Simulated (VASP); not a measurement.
Band structure of InP (relaxed from the CsCl type structure, space group Pm-3m). Level of theory: PBEsol GGA, VASP's PBE PAW potentials (set 64) (plane waves; VASP 6.6.1).

Unless said otherwise, spin-orbit coupling is left out, though it shifts the bands of the heavy elements here.

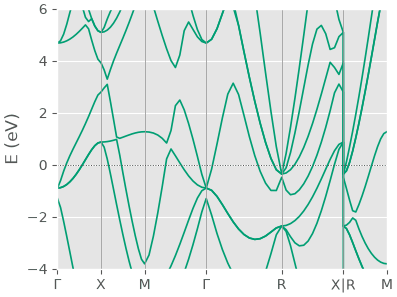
Bands along high-symmetry lines, zero at the valence-band maximum or, without a gap, the Fermi level

### Question
Read the plot: is there a gap, and where are the band edges?

### Answer
It has no gap at this level: it comes out as a metal or semimetal. (Edges off the drawn lines would not show.)

The structure was generated: InP was put into the CsCl type type (Pm-3m), which need not be its known phase. It was relaxed first, which changed the volume by +15 %. VASP warned that the highest band is occupied, so more bands are needed.
